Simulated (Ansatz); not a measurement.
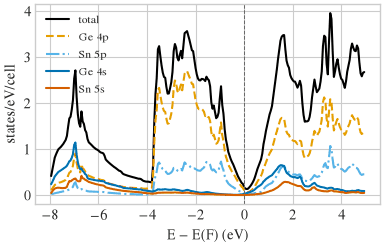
Total and projected density of states of SnGe$_{3}$ in space group P-4m2 (No. 115; Ge on 2g, Ge on 1a, Sn on 1c), the program Ansatz at the PBE level (PAW)

Problem. Which orbitals carry the states next to the Fermi level?

Solution. Within 0.5 eV of the Fermi level: Ge 4p 63 %, Sn 5p 21 %, Ge 4s 13 %. Projections are on Löwdin-orthogonalised atomic valence shells; empty p or d shells of many metals are not among them.

Problem. Where is the tallest occupied peak in this window, and what makes it?

Solution. Near -2.3 eV, about 3.6 states/eV per cell; the largest projected share is Ge 4p.

The start of the workflow was typed in or built on a structure type; neither database checked (COD, Materials Project) lists it. Whether it is the stable phase at ambient conditions was not checked. The cell was relaxed with PBE under the symmetry of its start; its stability against distortions is not shown here. Scalar-relativistic: spin–orbit coupling is off unless named, which matters more the heavier the elements.

Potentials: the earlier of the program's two PAW sets.
